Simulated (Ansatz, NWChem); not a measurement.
Exact exchange and the electronic atomisation energy of BBrCl2 (bromodichloroborane)

The species is BBrCl2 (4 atoms), meant as a singlet with charge 0. As SMILES, `ClB(Cl)Br`. The coordinates come from a PBE0-D4/def2-TZVP relaxation.

The electronic atomisation energy y, in eV, basis cc-pVDZ; a is the functional's share of exact exchange. Programs: Ansatz 0.2.0, NWChem 7.3.0.

| functional | program | a | y (eV) |
| --- | --- | --- | --- |
| revPBE | Ansatz | 0 | 13.07 |
| TPSS | NWChem | 0 | 13.15 |
| B3LYP | Ansatz | 0.2 | 12.78 |
| r2SCAN0 | Ansatz | 0.25 | 13.27 |
| PBE0 | Ansatz | 0.25 | ? |
| BHLYP | Ansatz | 0.5 | 12.37 |

**Question.** Fit y = c + s·a to the known rows and predict PBE0.

**Answer.** 
1. Means of the 5 rows: a = 0.1900, y = 12.928.
2. Σ(Δa)² = 0.172, Σ(Δa·Δy) = -0.2231, so the slope is -0.2231/0.172 = -1.2971.
3. Intercept: 12.928 − (-1.2971) × 0.1900 = 13.174. The largest residual of the fit is 0.42.
4. PBE0: 13.174 + (-1.2971) × 0.25 = 12.85 eV.

The run gave 13.45 eV, so the prediction is off by -0.60 eV, more than the largest residual. The rows scatter widely about the line, so the trend isn't linear in a. Spin-orbit coupling is left out.

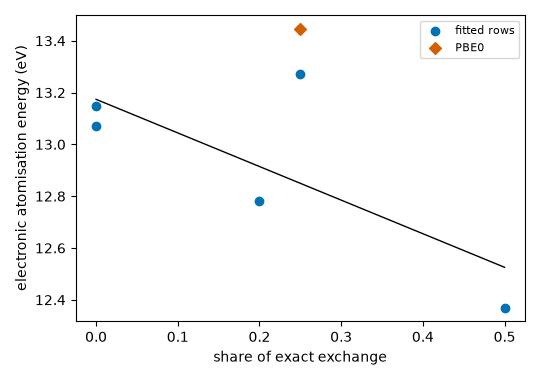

The fitted line, with the withheld row.
